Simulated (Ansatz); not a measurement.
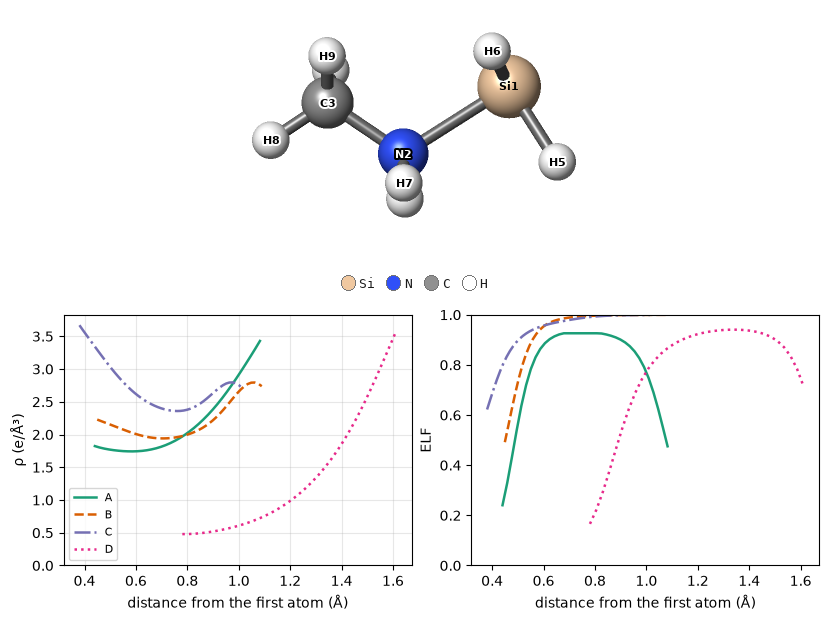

Figure. CH$_{7}$NSi. Electron density and ELF along straight lines between neighbouring atoms. The curves leave out the atomic cores. The structure is drawn too.

The product side of a reaction path; geometry: PBE0-D4/def2-TZVP.

The calculation used RKS PBE0-D4/def2-TZVPP in Ansatz.

```xyz
10

Si   -1.2009    1.2534    0.5028
N     0.0844    0.0927   -0.5257
C     0.2947   -1.2175    0.1014
H    -0.2922   -0.0212   -1.4614
H    -0.7579    2.4358   -0.3609
H    -0.0961    1.4786    1.5371
H     0.9619    0.5928   -0.6171
H     0.9596   -1.8518   -0.4883
H     0.7208   -1.0607    1.0916
H    -0.6743   -1.7020    0.2204
```

### Which curve belongs to which contact (C–H, C–N, N–H and Si–N)? The first atom named is at distance zero.

Curve A: C–N (1.47 Å): the density is about 1.9 e/Å³ at the midpoint; the ELF peaks at about 0.95 between the atoms: localised, covalent bonding. Curve B: C–H (1.09 Å): ρ is about 2.1 e/Å³ halfway; the ELF climbs to about 1 towards the hydrogen, as it does in any bond to H; an ordinary covalent bond to hydrogen. Curve C: N–H (1.01 Å): the density is about 3 e/Å³ at the midpoint; the ELF climbs to about 1 towards the hydrogen (a covalent bond by its length). Curve D: Si–N (2.01 Å): ρ at the midpoint is about 0.62 e/Å³; the ELF peaks at about 0.95 between the atoms, as expected for a polar covalent bond.
